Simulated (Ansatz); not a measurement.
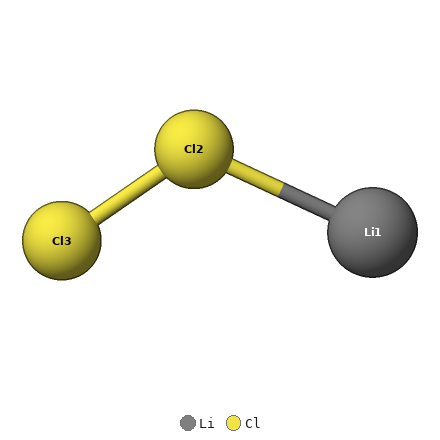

The system is Li⁺ + Cl₂; the picture shows the reference structure. Coordinates scanned: (1) distance Li1–Cl2; (2) distance Cl2–Cl3. Nothing is relaxed (the angle Li1–Cl2–Cl3 is fixed at 120 degrees). Grid: 9 × 9 points. At 5 points there is no value. Energies are in eV, from the lowest grid point. The restricted reference is unstable at some or all points, so the energies there are unreliable. Method: Ansatz, RHF-MP2, frozen core/def2-TZVPD.

Its coordinates:

```xyz
3

Li   -2.3990    0.0000    0.0000
Cl    0.0000    0.0000    0.0000
Cl    0.9810    1.6991    0.0000
```

Range: distance Li1–Cl2 from 1.840 to 3.840 Å; distance Cl2–Cl3 from 1.632 to 3.632 Å.

Q: What landscape does the calculation give?

A: The lowest grid point is at distance Li1–Cl2 = 2.399 Å, distance Cl2–Cl3 = 1.962 Å. No other kind of well shows on this grid. The highest grid point, distance Li1–Cl2 = 1.840 Å, distance Cl2–Cl3 = 3.632 Å, lies 4.62 eV above the lowest.

| distance Cl2–Cl3 ↓, distance Li1–Cl2 → | 1.840 | 1.974 | 2.170 | 2.399 | 2.652 | 2.926 | 3.216 | 3.521 | 3.840 |
| --- | --- | --- | --- | --- | --- | --- | --- | --- | --- |
| 3.632 | 4.62 | 4.13 | 3.78 | 3.64 | 3.62 | 3.64 | 3.67 | 3.70 | 3.72 |
| 3.313 | 4.21 | 3.75 | 3.43 | 3.32 | 3.33 | – | 3.44 | – | 3.52 |
| 3.008 | 3.62 | 3.17 | 2.87 | 2.78 | 2.81 | 2.88 | 2.95 | 3.01 | 3.06 |
| 2.718 | 2.83 | 2.39 | 2.10 | 2.03 | 2.07 | 2.15 | 2.23 | 2.29 | 2.34 |
| 2.444 | 1.92 | 1.49 | 1.20 | 1.13 | 1.17 | 1.25 | 1.34 | 1.40 | 1.45 |
| 2.191 | 1.11 | 0.68 | 0.39 | 0.31 | 0.35 | 0.44 | 0.52 | – | 0.63 |
| 1.962 | 0.81 | 0.37 | 0.08 | 0.00 | 0.04 | 0.12 | 0.20 | 0.27 | 0.32 |
| 1.766 | 1.57 | 1.12 | 0.83 | – | 0.79 | 0.87 | 0.95 | – | 1.07 |
| 1.632 | 3.31 | 2.86 | 2.56 | 2.48 | 2.52 | 2.60 | 2.68 | 2.76 | 2.81 |

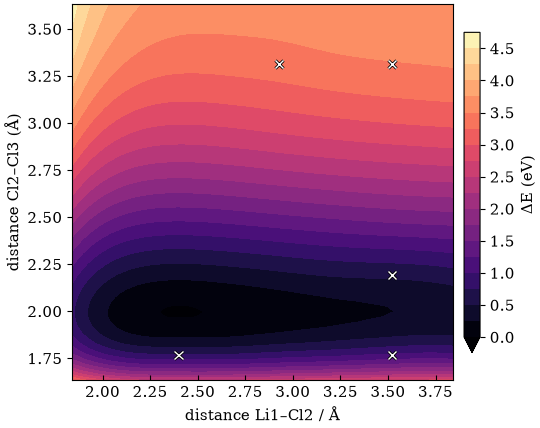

In the figure: filled contours, crosses at grid points without a value. Between grid points the surface is interpolated.

Each point was launched as `ansatz run input.yaml --threads 1 --pin off --max-ram 2560MiB --backend cpu --events-out ev --progress --plain --runs-dir out`. Time for the 76 points that were run: 14 min on 1 thread of Intel(R) Xeon(R) Platinum 8259CL CPU @ 2.50GHz (Skylake/Cascade Lake), on a shared host.
